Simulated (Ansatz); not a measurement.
```xyz
8

C    -1.9946    0.6196   -0.4873
In   -1.8505    1.8311   -4.2751
Si   -1.4452    2.1557   -1.3762
H    -3.0662    0.4200   -0.6326
H    -1.8271    0.7803    0.5929
H    -1.4105   -0.2621   -0.7879
H    -2.2747    3.3790   -1.1918
H     0.0175    2.4348   -1.4066
```

Geometry: PBE0-D3(BJ)/def2-SVP; core potentials replace the inner electrons of In.

Theory: Ansatz, isolated molecule in a Gaussian basis; Kohn-Sham density functional theory, functional PBE0.

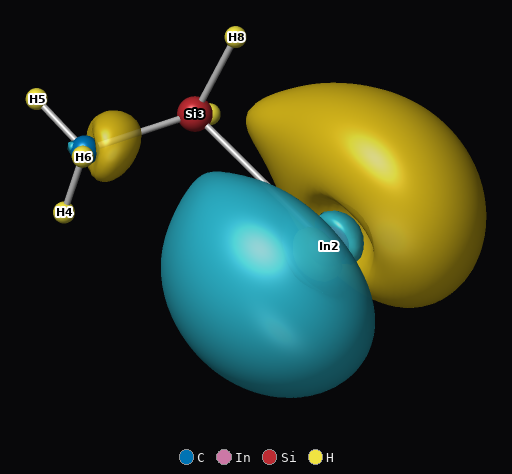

CH5InSi (charge +1, doublet). The LUMO (α) at ±0.08 Å⁻³ᐟ² (yellow and cyan are the two phases), seen at a tilt.

Where does this orbital lie, and at what energy?

Answer. Its weight (Hirshfeld) is mainly on In2 (about 90 %). Its energy is −6.90 eV.
